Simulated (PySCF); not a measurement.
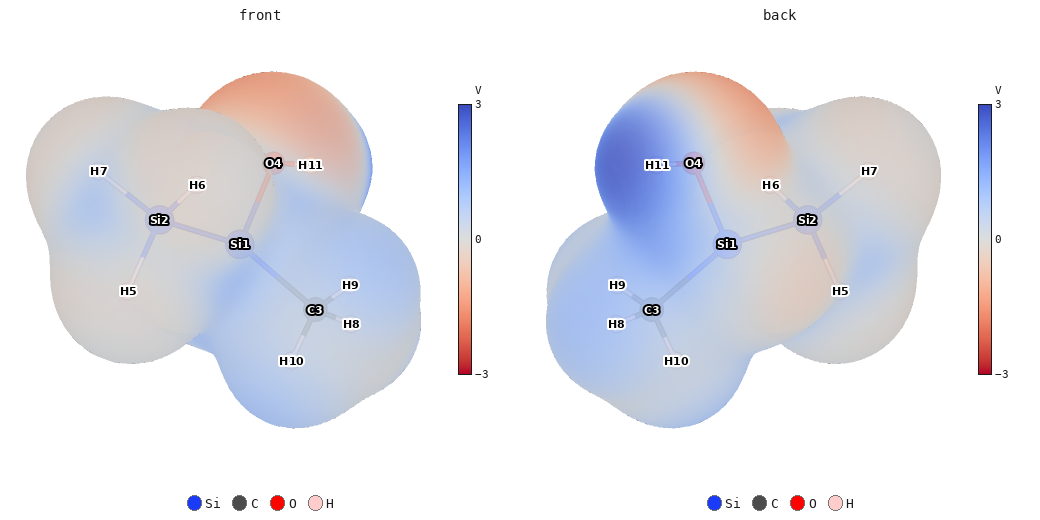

Figure. CH7OSi2 (SMILES C[Si](O)[SiH3]) (doublet). The molecular electrostatic potential painted on the density surface at 0.002 e/bohr³, seen from the front and from behind; the colour scale runs from red (negative) to blue (positive).

Geometry: PBE0-D3(BJ)/def2-SVP.

Level of theory: PySCF 2.14.0, density-fitted response routines, UKS B3LYP, IGLO-III on C O Si, pcH-1 on H, non-relativistic, mean-field spin-orbit, GIAO.

The calculation's input:

```
{"job": {"kind": "epr"}, "charge": 0, "multiplicity": 2}
Si    -0.154230    -0.463612     0.664328
Si     1.890491     0.034681    -0.360690
C     -1.602182    -0.294935    -0.536818
O     -0.309562     0.582851     1.971495
H      2.064068    -0.903873    -1.514740
H      1.955766     1.437711    -0.887059
H      3.022904    -0.169657     0.592932
H     -2.556577    -0.596338    -0.076432
H     -1.701606     0.747229    -0.884492
H     -1.436124    -0.939651    -1.414348
H     -1.140064     0.537124     2.456137
```

Command:

```sh
OMP_NUM_THREADS=1 python cluster_run.py task.json out
```

> Where is the surface potential most negative and most positive?

The most negative region (about −1.3 V, or −30 kcal/mol for a unit charge) lies over O4, the most positive (about +2.5 V, or +58 kcal/mol for a unit charge) over H11. O4 is the likeliest acceptor of a hydrogen bond.
